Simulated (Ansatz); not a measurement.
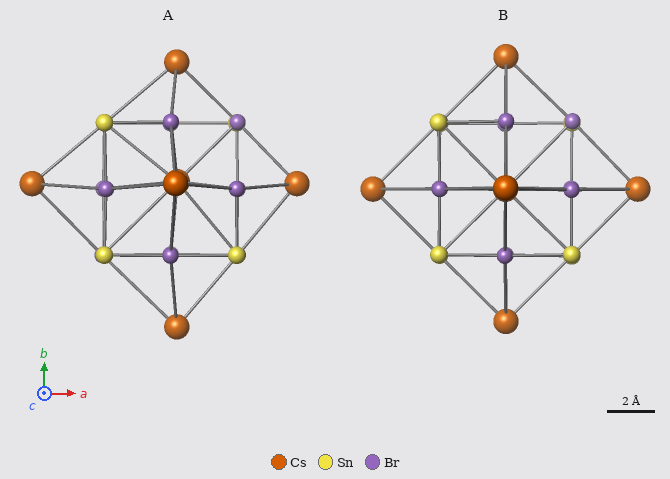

Two geometries of a defect cell of composition Cs8Sn7Br24 (cell charge −2), drawn at one scale. One is the start of a relaxation, the other its converged end. A ball-and-stick model of the atoms within 5.8 Å of the atom that moves most (axes of the cell of the calculation (origin shifted)), seen along the c axis.

These are results of DFT, PBEsol, PAW, plane waves (Ansatz 0.2.0), not measurements. Set-up: plane-wave cutoff 420 eV; k-point mesh 1 × 1 × 1; mesh shifted by (0.25, 0.25, 0.25); no spin polarisation; atoms relaxed in a fixed cell; force threshold 0.03 eV/Å; at most 80 steps.

### Which one is relaxed?

Structure A is the relaxed one. The energy falls by 0.672 eV per cell of the calculation in 7 geometry steps. The largest force component goes from 0.31 to 0.022 eV/Å. The largest move is that of a Cs atom, 0.54 Å along [1 1 1]. Largest moves by element: Cs 0.54 Å, Br 0.08 Å, Sn 0.05 Å. The lattice vectors keep their values. Among the contacts that change: Br–Cs 4.061 → 4.559 Å, Br–Cs 4.058 → 4.533 Å, Br–Cs 4.151 → 3.684 Å, Br–Cs 4.027 → 4.445 Å. The run took 4.2 s on 1 × NVIDIA GB200 with 8 threads of Arm Neoverse-V2, peak memory 1.9 GiB.

Limits of the set-up: the cell is charged, on a uniform background, and energies carry no finite-size correction.
